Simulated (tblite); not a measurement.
# C4H10O2SSi: the cost of one run

Computed with tblite 0.8.0 and PySCF 2.14.0, with density-fitted response routines of our own, on a single molecule in the gas phase. Atoms count from 0, in the outputs and in this text.

**1. The starting structure**

18 atoms, charge 0, multiplicity 1; geometry from: force field or distance geometry start.

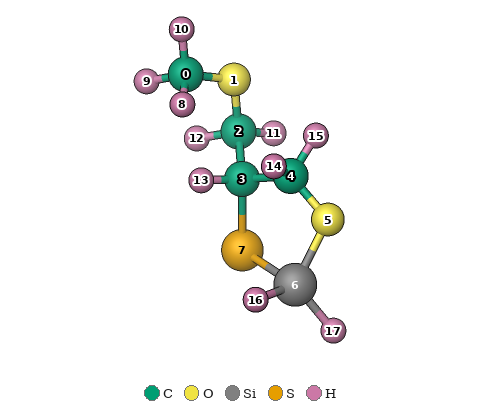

The starting geometry (carbon teal, oxygen yellow, silicon grey, sulfur amber, hydrogen pink), atoms numbered; sticks join atoms by distance.

**2. Geometry optimisation with GFN2-xTB**

The job: settings as JSON, then the geometry in Å.

```
{"job": {"kind": "relax", "xc": "GFN2-xTB", "basis": "xTB"}, "charge": 0, "multiplicity": 1}
C      2.517100     0.232400    -0.063000
O      1.835600    -0.913100     0.235700
C      0.863800    -1.211700    -0.659000
C     -0.165300    -0.120700    -0.706200
C     -0.861300     0.161700     0.556600
O     -2.184200     0.056400     0.608100
Si    -2.934100     0.557600    -0.838100
S     -1.420700    -0.442400    -2.010600
H      1.921100     1.162400    -0.075700
H      2.980700     0.125500    -1.082100
H      3.373200     0.374800     0.643400
H      0.421200    -2.229900    -0.519700
H      1.352800    -1.199800    -1.666700
H      0.313900     0.790200    -1.083000
H     -0.548400     1.175500     0.928900
H     -0.428500    -0.534300     1.337800
H     -2.775700     1.990600    -1.103600
H     -4.270000     0.031000    -1.044000
```

The run is started by

```console
OMP_NUM_THREADS=1 python probes_run.py task.json out
```

This one command runs all jobs of the session in turn.

Q: Estimate the wall time and peak memory of this first job on 1 thread of Arm Neoverse N1, shared host.

About 1.1 s, with a peak of 0.18 GiB.
